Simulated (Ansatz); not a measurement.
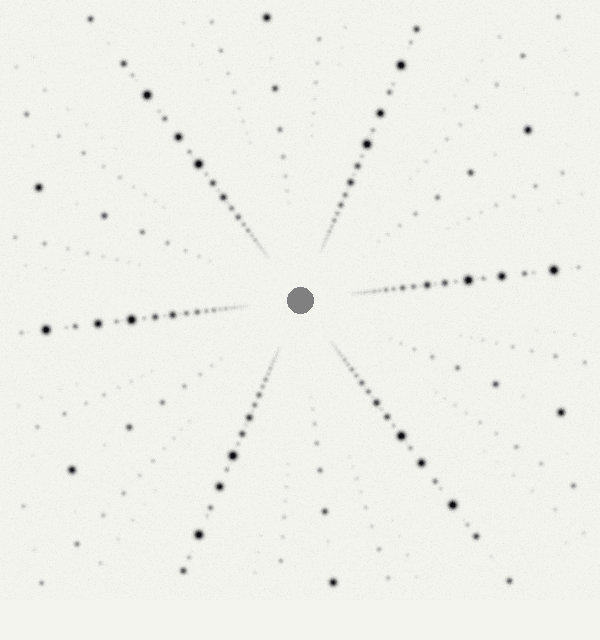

Simulated back-reflection Laue pattern (white X-rays, 0.45 to 2.2 Å, flat plate covering ±45° about the beam, kinematic intensities, seen from the source).

Which symmetry elements lie along the beam?

Answer. 6mm: a sixfold axis with mirror lines.

The crystal is Tl, space group P6_3/mmc (No. 194), a = 3.40 Å, c = 5.43 Å (hexagonal axes). Structure: the geometry relaxed with DFT LDA, scalar-relativistic, plane waves, PAW (Ansatz).

Which direction points towards the source?

Answer. [001] or one equivalent to it by a rotation of the Laue group. In Laue class 6/mmm no other family of directions with a member of indices 0 and ±1 has this symmetry.
